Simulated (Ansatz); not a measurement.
# BHO (triplet): PBE, BLYP, r2SCAN, B97M-V, PBE0, B3LYP over vertical spin and charge gaps, def2-QZVPP

How well do these functionals follow the top wave-function level for BHO (triplet) over vertical spin and charge gaps?

Method: def2-QZVPP, all electrons in the functionals; program: Ansatz 0.2.0, Gaussian basis.

The runs, in order: PBE, BLYP, r2SCAN, B97M-V, PBE0, B3LYP, at charge 0, triplet; charge 0, singlet; charge 0, quintet; charge 1, doublet; charge 1, quartet.

2 further runs of the same task are left out: 2 set aside as unsound or not needed.

### Step 1. The geometry

The geometry is a PBE0/def2-TZVP stationary point (not a proven minimum).

3 atoms, charge 0, spin multiplicity 3.

Atoms are counted from 1 here; the program's logs count them from 0.

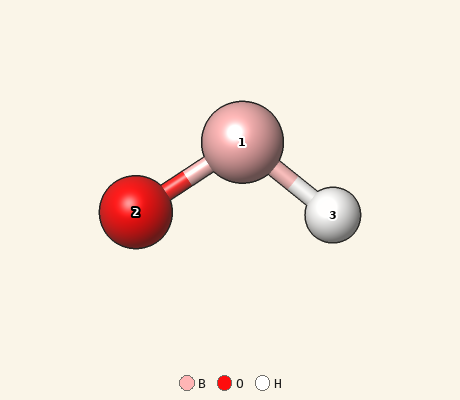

The structure; boron pink, oxygen red, hydrogen white; atoms are numbered from 1 in the order of the file.

No dispersion term is added; B97M-V holds VV10 nonlocal correlation. B3LYP takes the VWN-RPA correlation.

The geometry shown and the zero of energy belong to the point charge 0, triplet. The yardstick, UCCSD(T), and other wave-function levels (R restricted, U unrestricted, valence and pair active spaces) come from earlier runs.

### Step 2. PBE, charge 0, triplet

in.yaml reads:

```yaml
crystal:
  periodic: [false, false, false]
  atoms:
    - {symbol: B, position_ang: [0.000000, -0.203796, 0.731699]}
    - {symbol: O, position_ang: [0.000000, 0.084016, -0.579305]}
    - {symbol: H, position_ang: [0.000000, 0.852259, 1.347434]}
basis:
  gaussian: {orbitals: "def2-QZVPP.json"}
magnetization: {spin_polarized: true, initial_magnetization: 2}
hamiltonian: {xc: {name: PBE}}
output: {orbitals: {seedname: orbitals}}
```

The run is started by

```console
$ ansatz run in.yaml --threads 1 --pin off --events-out ev --progress --plain --max-ram 2393MiB
```

What it wrote, cut to the lines that bear on the results:

```text
Functional definition: PBE
  name "PBE"
  cite "Perdew, Burke & Ernzerhof, Phys. Rev. Lett. 77, 3865 (1996) doi:10.1103/PhysRevLett.77.3865"
  parent pbe
[...]
437 factors; their error is unknown
[...]
mean field -2733.64173478 eV, -100.4594808243 hartree, gradient 2.1e-5 eV, S^2 2.003059; 4 other end points of the search recorded, 0 dependent functions left out
reference -2733.64177439 eV, -100.4594822800 hartree; 8, 6 occupied and 136, 138 virtual orbitals, 437 factors
Total energy: -2733.64177439 eV, -100.4594822800 hartree
```

Run time: 4 s. Hardware: 1 thread of Arm Neoverse V1, shared host.

From the report: ⟨S²⟩ of the determinant 2.003 (pure triplet: 2.00).

### Step 3. PBE, charge 0, singlet

in.yaml, as its differences from that of step 2:

```diff
@@ -8,3 +8,3 @@
   gaussian: {orbitals: "def2-QZVPP.json"}
-magnetization: {spin_polarized: true, initial_magnetization: 2}
+magnetization: {spin_polarized: true, initial_magnetization: 0}
 hamiltonian: {xc: {name: PBE}}
```

Same command.

What it wrote, cut to the lines that bear on the results:

```text
Functional definition: PBE
  name "PBE"
  cite "Perdew, Burke & Ernzerhof, Phys. Rev. Lett. 77, 3865 (1996) doi:10.1103/PhysRevLett.77.3865"
  parent pbe
[...]
437 factors; their error is unknown
[...]
mean field -2736.48190899 eV, -100.5638553015 hartree, gradient 3.8e-5 eV, S^2 0.000000; 1 other end points of the search recorded, 0 dependent functions left out
reference -2736.48194513 eV, -100.5638566295 hartree; 7, 7 occupied and 137, 137 virtual orbitals, 437 factors
Total energy: -2736.48194513 eV, -100.5638566295 hartree
```

Run time: 2.3 s. Hardware: 1 thread of Arm Neoverse V1, shared host.

From the report: ⟨S²⟩ of the determinant 0.000 (pure singlet: 0.00).

From charge 0, triplet: -2.840 eV.

### Step 4. PBE, charge 0, quintet

in.yaml, as its differences from that of step 3:

```diff
@@ -8,3 +8,3 @@
   gaussian: {orbitals: "def2-QZVPP.json"}
-magnetization: {spin_polarized: true, initial_magnetization: 0}
+magnetization: {spin_polarized: true, initial_magnetization: 4}
 hamiltonian: {xc: {name: PBE}}
```

The command is unchanged.

What it wrote, cut to the lines that bear on the results:

```text
Functional definition: PBE
  name "PBE"
  cite "Perdew, Burke & Ernzerhof, Phys. Rev. Lett. 77, 3865 (1996) doi:10.1103/PhysRevLett.77.3865"
  parent pbe
[...]
437 factors; their error is unknown
[...]
mean field -2727.34196427 eV, -100.2279685283 hartree, gradient 2.8e-5 eV, S^2 6.004245; 4 other end points of the search recorded, 0 dependent functions left out
reference -2727.34200834 eV, -100.2279701477 hartree; 9, 5 occupied and 135, 139 virtual orbitals, 437 factors
Total energy: -2727.34200834 eV, -100.2279701477 hartree
```

It took 4.6 s on 1 thread of Arm Neoverse V1, shared host.

From the report: ⟨S²⟩ of the determinant 6.004 (pure quintet: 6.00).

From charge 0, triplet: +6.300 eV.

### Step 5. PBE, charge 1, doublet

in.yaml, as its differences from that of step 4:

```diff
@@ -8,3 +8,4 @@
   gaussian: {orbitals: "def2-QZVPP.json"}
-magnetization: {spin_polarized: true, initial_magnetization: 4}
+total_charge: 1
+magnetization: {spin_polarized: true, initial_magnetization: 1}
 hamiltonian: {xc: {name: PBE}}
```

Same command.

What it wrote, cut to the lines that bear on the results:

```text
Functional definition: PBE
  name "PBE"
  cite "Perdew, Burke & Ernzerhof, Phys. Rev. Lett. 77, 3865 (1996) doi:10.1103/PhysRevLett.77.3865"
  parent pbe
[...]
437 factors; their error is unknown
[...]
mean field -2724.12049158 eV, -100.1095815902 hartree, gradient 4.6e-6 eV, S^2 0.760428; 4 other end points of the search recorded, 0 dependent functions left out
reference -2724.12051852 eV, -100.1095825803 hartree; 7, 6 occupied and 137, 138 virtual orbitals, 437 factors
Total energy: -2724.12051852 eV, -100.1095825803 hartree
```

Run time: 4.5 s. Hardware: 1 thread of Arm Neoverse V1, shared host.

From the report: ⟨S²⟩ of the determinant 0.760 (pure doublet: 0.75).

From charge 0, triplet: +9.521 eV.

### Step 6. PBE, charge 1, quartet

in.yaml, as its differences from that of step 5:

```diff
@@ -9,3 +9,3 @@
 total_charge: 1
-magnetization: {spin_polarized: true, initial_magnetization: 1}
+magnetization: {spin_polarized: true, initial_magnetization: 3}
 hamiltonian: {xc: {name: PBE}}
```

The command is unchanged.

What it wrote, cut to the lines that bear on the results:

```text
Functional definition: PBE
  name "PBE"
  cite "Perdew, Burke & Ernzerhof, Phys. Rev. Lett. 77, 3865 (1996) doi:10.1103/PhysRevLett.77.3865"
  parent pbe
[...]
437 factors; their error is unknown
[...]
mean field -2719.97976859 eV, -99.9574128272 hartree, gradient 6.8e-6 eV, S^2 3.753948; 4 other end points of the search recorded, 0 dependent functions left out
reference -2719.97980289 eV, -99.9574140877 hartree; 8, 5 occupied and 136, 139 virtual orbitals, 437 factors
Total energy: -2719.97980289 eV, -99.9574140877 hartree
```

Wall time 4.6 s (1 thread of Arm Neoverse V1, shared host).

From the report: ⟨S²⟩ of the determinant 3.754 (pure quartet: 3.75).

From charge 0, triplet: +13.662 eV.

### Step 7. BLYP, charge 0, triplet

in.yaml reads:

```yaml
crystal:
  periodic: [false, false, false]
  atoms:
    - {symbol: B, position_ang: [0.000000, -0.203796, 0.731699]}
    - {symbol: O, position_ang: [0.000000, 0.084016, -0.579305]}
    - {symbol: H, position_ang: [0.000000, 0.852259, 1.347434]}
basis:
  gaussian: {orbitals: "def2-QZVPP.json"}
magnetization: {spin_polarized: true, initial_magnetization: 2}
hamiltonian: {xc: {name: BLYP}}
```

The command is unchanged.

What it wrote, cut to the lines that bear on the results:

```text
Functional definition: BLYP
  name "BLYP"
  cite "Becke, Phys. Rev. A 38, 3098 (1988) doi:10.1103/PhysRevA.38.3098"
  cite "Lee, Yang & Parr, Phys. Rev. B 37, 785 (1988) doi:10.1103/PhysRevB.37.785"
[...]
437 factors; their error is unknown
[...]
mean field -2736.54769939 eV, -100.5662730538 hartree, gradient 2.3e-5 eV, S^2 2.003095; 4 other end points of the search recorded, 0 dependent functions left out
reference -2736.54796771 eV, -100.5662829145 hartree; 8, 6 occupied and 136, 138 virtual orbitals, 437 factors
Total energy: -2736.54796771 eV, -100.5662829145 hartree
```

Run time: 4.8 s. Hardware: 1 thread of Arm Neoverse V1, shared host.

From the report: ⟨S²⟩ of the determinant 2.003 (pure triplet: 2.00).

### Step 8. BLYP, charge 0, singlet

in.yaml, as its differences from that of step 7:

```diff
@@ -8,3 +8,3 @@
   gaussian: {orbitals: "def2-QZVPP.json"}
-magnetization: {spin_polarized: true, initial_magnetization: 2}
+magnetization: {spin_polarized: true, initial_magnetization: 0}
 hamiltonian: {xc: {name: BLYP}}
```

The command is unchanged.

What it wrote, cut to the lines that bear on the results:

```text
Functional definition: BLYP
  name "BLYP"
  cite "Becke, Phys. Rev. A 38, 3098 (1988) doi:10.1103/PhysRevA.38.3098"
  cite "Lee, Yang & Parr, Phys. Rev. B 37, 785 (1988) doi:10.1103/PhysRevB.37.785"
[...]
437 factors; their error is unknown
[...]
mean field -2739.42625422 eV, -100.6720579927 hartree, gradient 4.2e-5 eV, S^2 0.000000; 1 other end points of the search recorded, 0 dependent functions left out
reference -2739.42651596 eV, -100.6720676114 hartree; 7, 7 occupied and 137, 137 virtual orbitals, 437 factors
Total energy: -2739.42651596 eV, -100.6720676114 hartree
```

Run time: 2.5 s. Hardware: 1 thread of Arm Neoverse V1, shared host.

From the report: ⟨S²⟩ of the determinant 0.000 (pure singlet: 0.00).

From charge 0, triplet: -2.879 eV.

### Step 9. BLYP, charge 0, quintet

in.yaml, as its differences from that of step 8:

```diff
@@ -8,3 +8,3 @@
   gaussian: {orbitals: "def2-QZVPP.json"}
-magnetization: {spin_polarized: true, initial_magnetization: 0}
+magnetization: {spin_polarized: true, initial_magnetization: 4}
 hamiltonian: {xc: {name: BLYP}}
```

Same command.

What it wrote, cut to the lines that bear on the results:

```text
Functional definition: BLYP
  name "BLYP"
  cite "Becke, Phys. Rev. A 38, 3098 (1988) doi:10.1103/PhysRevA.38.3098"
  cite "Lee, Yang & Parr, Phys. Rev. B 37, 785 (1988) doi:10.1103/PhysRevB.37.785"
[...]
437 factors; their error is unknown
[...]
mean field -2730.03926376 eV, -100.3270924561 hartree, gradient 2.0e-5 eV, S^2 6.004530; 4 other end points of the search recorded, 0 dependent functions left out
reference -2730.03952792 eV, -100.3271021639 hartree; 9, 5 occupied and 135, 139 virtual orbitals, 437 factors
Total energy: -2730.03952792 eV, -100.3271021639 hartree
```

Run time: 4.7 s. Hardware: 1 thread of Arm Neoverse V1, shared host.

From the report: ⟨S²⟩ of the determinant 6.005 (pure quintet: 6.00).

From charge 0, triplet: +6.508 eV.

### Step 10. BLYP, charge 1, doublet

in.yaml, as its differences from that of step 9:

```diff
@@ -8,3 +8,4 @@
   gaussian: {orbitals: "def2-QZVPP.json"}
-magnetization: {spin_polarized: true, initial_magnetization: 4}
+total_charge: 1
+magnetization: {spin_polarized: true, initial_magnetization: 1}
 hamiltonian: {xc: {name: BLYP}}
```

Launched as before.

What it wrote, cut to the lines that bear on the results:

```text
Functional definition: BLYP
  name "BLYP"
  cite "Becke, Phys. Rev. A 38, 3098 (1988) doi:10.1103/PhysRevA.38.3098"
  cite "Lee, Yang & Parr, Phys. Rev. B 37, 785 (1988) doi:10.1103/PhysRevB.37.785"
[...]
437 factors; their error is unknown
[...]
mean field -2727.13987191 eV, -100.2205417710 hartree, gradient 2.8e-5 eV, S^2 0.759268; 4 other end points of the search recorded, 0 dependent functions left out
reference -2727.14008702 eV, -100.2205496760 hartree; 7, 6 occupied and 137, 138 virtual orbitals, 437 factors
Total energy: -2727.14008702 eV, -100.2205496760 hartree
```

Run time: 6 s. Hardware: 1 thread of Arm Neoverse V1, shared host.

From the report: ⟨S²⟩ of the determinant 0.759 (pure doublet: 0.75).

From charge 0, triplet: +9.408 eV.

### Step 11. BLYP, charge 1, quartet

in.yaml, as its differences from that of step 10:

```diff
@@ -9,3 +9,3 @@
 total_charge: 1
-magnetization: {spin_polarized: true, initial_magnetization: 1}
+magnetization: {spin_polarized: true, initial_magnetization: 3}
 hamiltonian: {xc: {name: BLYP}}
```

Same command.

What it wrote, cut to the lines that bear on the results:

```text
Functional definition: BLYP
  name "BLYP"
  cite "Becke, Phys. Rev. A 38, 3098 (1988) doi:10.1103/PhysRevA.38.3098"
  cite "Lee, Yang & Parr, Phys. Rev. B 37, 785 (1988) doi:10.1103/PhysRevB.37.785"
[...]
437 factors; their error is unknown
[...]
mean field -2722.95842919 eV, -100.0668765851 hartree, gradient 1.2e-5 eV, S^2 3.754269; 4 other end points of the search recorded, 0 dependent functions left out
reference -2722.95866653 eV, -100.0668853075 hartree; 8, 5 occupied and 136, 139 virtual orbitals, 437 factors
Total energy: -2722.95866653 eV, -100.0668853075 hartree
```

Run time: 5.5 s. Hardware: 1 thread of Arm Neoverse V1, shared host.

From the report: ⟨S²⟩ of the determinant 3.754 (pure quartet: 3.75).

From charge 0, triplet: +13.589 eV.

### Step 12. r2SCAN, charge 0, triplet

in.yaml, as its differences from that of step 11:

```diff
@@ -8,4 +8,3 @@
   gaussian: {orbitals: "def2-QZVPP.json"}
-total_charge: 1
-magnetization: {spin_polarized: true, initial_magnetization: 3}
-hamiltonian: {xc: {name: BLYP}}
+magnetization: {spin_polarized: true, initial_magnetization: 2}
+hamiltonian: {xc: {name: r2SCAN}}
```

Same command.

What it wrote, cut to the lines that bear on the results:

```text
Functional definition: r2SCAN
  name "r2SCAN"
  cite "Furness, Kaplan, Ning, Perdew & Sun, J. Phys. Chem. Lett. 11, 8208 (2020) doi:10.1021/acs.jpclett.0c02405"
  cite "Furness, Kaplan, Ning, Perdew & Sun, J. Phys. Chem. Lett. 11, 9248 (2020) doi:10.1021/acs.jpclett.0c03077"
  parent r2scan
[...]
437 factors; their error is unknown
[...]
mean field -2735.58521791 eV, -100.5309025118 hartree, gradient 2.2e-5 eV, S^2 2.006138; 1 other end points of the search recorded, 0 dependent functions left out
reference -2735.58523226 eV, -100.5309030393 hartree; 8, 6 occupied and 136, 138 virtual orbitals, 437 factors
Total energy: -2735.58523226 eV, -100.5309030393 hartree
```

It took 5 s on 1 thread of Arm Neoverse V1, shared host.

From the report: ⟨S²⟩ of the determinant 2.006 (pure triplet: 2.00).

### Step 13. r2SCAN, charge 0, singlet

in.yaml, as its differences from that of step 12:

```diff
@@ -8,3 +8,3 @@
   gaussian: {orbitals: "def2-QZVPP.json"}
-magnetization: {spin_polarized: true, initial_magnetization: 2}
+magnetization: {spin_polarized: true, initial_magnetization: 0}
 hamiltonian: {xc: {name: r2SCAN}}
```

Launched as before.

What it wrote, cut to the lines that bear on the results:

```text
Functional definition: r2SCAN
  name "r2SCAN"
  cite "Furness, Kaplan, Ning, Perdew & Sun, J. Phys. Chem. Lett. 11, 8208 (2020) doi:10.1021/acs.jpclett.0c02405"
  cite "Furness, Kaplan, Ning, Perdew & Sun, J. Phys. Chem. Lett. 11, 9248 (2020) doi:10.1021/acs.jpclett.0c03077"
  parent r2scan
[...]
437 factors; their error is unknown
[...]
mean field -2738.01825361 eV, -100.6203149248 hartree, gradient 5.8e-6 eV, S^2 0.000000; 1 other end points of the search recorded, 0 dependent functions left out
reference -2738.01826663 eV, -100.6203154031 hartree; 7, 7 occupied and 137, 137 virtual orbitals, 437 factors
Total energy: -2738.01826663 eV, -100.6203154031 hartree
```

Wall time 8 s (1 thread of Arm Neoverse V1, shared host).

From the report: ⟨S²⟩ of the determinant 0.000 (pure singlet: 0.00).

From charge 0, triplet: -2.433 eV.

### Step 14. r2SCAN, charge 0, quintet

in.yaml, as its differences from that of step 13:

```diff
@@ -8,3 +8,3 @@
   gaussian: {orbitals: "def2-QZVPP.json"}
-magnetization: {spin_polarized: true, initial_magnetization: 0}
+magnetization: {spin_polarized: true, initial_magnetization: 4}
 hamiltonian: {xc: {name: r2SCAN}}
```

Launched as before.

What it wrote, cut to the lines that bear on the results:

```text
Functional definition: r2SCAN
  name "r2SCAN"
  cite "Furness, Kaplan, Ning, Perdew & Sun, J. Phys. Chem. Lett. 11, 8208 (2020) doi:10.1021/acs.jpclett.0c02405"
  cite "Furness, Kaplan, Ning, Perdew & Sun, J. Phys. Chem. Lett. 11, 9248 (2020) doi:10.1021/acs.jpclett.0c03077"
  parent r2scan
[...]
437 factors; their error is unknown
[...]
mean field -2729.44991304 eV, -100.3054342165 hartree, gradient 4.2e-5 eV, S^2 6.009247; 1 other end points of the search recorded, 0 dependent functions left out
reference -2729.44993084 eV, -100.3054348708 hartree; 9, 5 occupied and 135, 139 virtual orbitals, 437 factors
Total energy: -2729.44993084 eV, -100.3054348708 hartree
```

Wall time 4.7 s (1 thread of Arm Neoverse V1, shared host).

From the report: ⟨S²⟩ of the determinant 6.009 (pure quintet: 6.00).

From charge 0, triplet: +6.135 eV.

### Step 15. r2SCAN, charge 1, doublet

in.yaml, as its differences from that of step 14:

```diff
@@ -8,3 +8,4 @@
   gaussian: {orbitals: "def2-QZVPP.json"}
-magnetization: {spin_polarized: true, initial_magnetization: 4}
+total_charge: 1
+magnetization: {spin_polarized: true, initial_magnetization: 1}
 hamiltonian: {xc: {name: r2SCAN}}
```

The command is unchanged.

What it wrote, cut to the lines that bear on the results:

```text
Functional definition: r2SCAN
  name "r2SCAN"
  cite "Furness, Kaplan, Ning, Perdew & Sun, J. Phys. Chem. Lett. 11, 8208 (2020) doi:10.1021/acs.jpclett.0c02405"
  cite "Furness, Kaplan, Ning, Perdew & Sun, J. Phys. Chem. Lett. 11, 9248 (2020) doi:10.1021/acs.jpclett.0c03077"
  parent r2scan
[...]
437 factors; their error is unknown
[...]
mean field -2725.84783863 eV, -100.1730604236 hartree, gradient 8.8e-6 eV, S^2 0.773815; 1 other end points of the search recorded, 0 dependent functions left out
reference -2725.84784725 eV, -100.1730607404 hartree; 7, 6 occupied and 137, 138 virtual orbitals, 437 factors
Total energy: -2725.84784725 eV, -100.1730607404 hartree
```

It took 5.5 s on 1 thread of Arm Neoverse V1, shared host.

From the report: ⟨S²⟩ of the determinant 0.774 (pure doublet: 0.75).

From charge 0, triplet: +9.737 eV.

### Step 16. r2SCAN, charge 1, quartet

in.yaml, as its differences from that of step 15:

```diff
@@ -9,3 +9,3 @@
 total_charge: 1
-magnetization: {spin_polarized: true, initial_magnetization: 1}
+magnetization: {spin_polarized: true, initial_magnetization: 3}
 hamiltonian: {xc: {name: r2SCAN}}
```

Launched as before.

What it wrote, cut to the lines that bear on the results:

```text
Functional definition: r2SCAN
  name "r2SCAN"
  cite "Furness, Kaplan, Ning, Perdew & Sun, J. Phys. Chem. Lett. 11, 8208 (2020) doi:10.1021/acs.jpclett.0c02405"
  cite "Furness, Kaplan, Ning, Perdew & Sun, J. Phys. Chem. Lett. 11, 9248 (2020) doi:10.1021/acs.jpclett.0c03077"
  parent r2scan
[...]
437 factors; their error is unknown
[...]
mean field -2722.01594480 eV, -100.0322409226 hartree, gradient 4.6e-6 eV, S^2 3.758795; 1 other end points of the search recorded, 0 dependent functions left out
reference -2722.01595561 eV, -100.0322413201 hartree; 8, 5 occupied and 136, 139 virtual orbitals, 437 factors
Total energy: -2722.01595561 eV, -100.0322413201 hartree
```

Wall time 7.5 s (1 thread of Arm Neoverse V1, shared host).

From the report: ⟨S²⟩ of the determinant 3.759 (pure quartet: 3.75).

From charge 0, triplet: +13.569 eV.

### Step 17. B97M-V, charge 0, triplet

in.yaml, as its differences from that of step 16:

```diff
@@ -8,4 +8,3 @@
   gaussian: {orbitals: "def2-QZVPP.json"}
-total_charge: 1
-magnetization: {spin_polarized: true, initial_magnetization: 3}
-hamiltonian: {xc: {name: r2SCAN}}
+magnetization: {spin_polarized: true, initial_magnetization: 2}
+hamiltonian: {xc: {name: B97M-V}}
```

Launched as before.

What it wrote, cut to the lines that bear on the results:

```text
Functional definition: B97M-V
  name "B97M-V"
  cite "Mardirossian & Head-Gordon, J. Chem. Phys. 142, 074111 (2015) doi:10.1063/1.4907719"
  cite "Becke, J. Chem. Phys. 107, 8554 (1997) doi:10.1063/1.475007"
  cite "Vydrov & Van Voorhis, J. Chem. Phys. 133, 244103 (2010) doi:10.1063/1.3521275"
  # Of w^i u^j: cxij and so on, Table III.
[...]
  gx(w, u) = cx00 + cx01*u + cx02*u^2 + (cx10 + cx11*u)*w
[...]
  gos(w, u) = cos00 + cos01*u + cos03*u^3 + cos10*w + cos32*w^3*u^2
[...]
      + integral(e_c_pw_mod_opposite_spin*gos(b97_w_opposite, b97_u_opposite)) + vv10(b, c)
437 factors; their error is unknown
[...]
mean field -2736.48885962 eV, -100.5641107322 hartree, gradient 5.6e-6 eV, S^2 2.004831; 1 other end points of the search recorded, 0 dependent functions left out
reference -2736.48891643 eV, -100.5641128199 hartree; 8, 6 occupied and 136, 138 virtual orbitals, 437 factors
Total energy: -2736.48891643 eV, -100.5641128199 hartree
```

It took 8.5 s on 1 thread of Arm Neoverse V1, shared host.

From the report: ⟨S²⟩ of the determinant 2.005 (pure triplet: 2.00).

### Step 18. B97M-V, charge 0, singlet

in.yaml, as its differences from that of step 17:

```diff
@@ -8,3 +8,3 @@
   gaussian: {orbitals: "def2-QZVPP.json"}
-magnetization: {spin_polarized: true, initial_magnetization: 2}
+magnetization: {spin_polarized: true, initial_magnetization: 0}
 hamiltonian: {xc: {name: B97M-V}}
```

The command is unchanged.

What it wrote, cut to the lines that bear on the results:

```text
Functional definition: B97M-V
  name "B97M-V"
  cite "Mardirossian & Head-Gordon, J. Chem. Phys. 142, 074111 (2015) doi:10.1063/1.4907719"
  cite "Becke, J. Chem. Phys. 107, 8554 (1997) doi:10.1063/1.475007"
  cite "Vydrov & Van Voorhis, J. Chem. Phys. 133, 244103 (2010) doi:10.1063/1.3521275"
  # Of w^i u^j: cxij and so on, Table III.
[...]
  gx(w, u) = cx00 + cx01*u + cx02*u^2 + (cx10 + cx11*u)*w
[...]
  gos(w, u) = cos00 + cos01*u + cos03*u^3 + cos10*w + cos32*w^3*u^2
[...]
      + integral(e_c_pw_mod_opposite_spin*gos(b97_w_opposite, b97_u_opposite)) + vv10(b, c)
437 factors; their error is unknown
[...]
mean field -2739.09520266 eV, -100.6598920724 hartree, gradient 4.1e-6 eV, S^2 0.000000; 1 other end points of the search recorded, 0 dependent functions left out
reference -2739.09525388 eV, -100.6598939545 hartree; 7, 7 occupied and 137, 137 virtual orbitals, 437 factors
Total energy: -2739.09525388 eV, -100.6598939545 hartree
```

Wall time 15 s (1 thread of Arm Neoverse V1, shared host); peak memory 0.25 GiB.

From the report: ⟨S²⟩ of the determinant 0.000 (pure singlet: 0.00).

From charge 0, triplet: -2.606 eV.

[end of part 1 of 2]
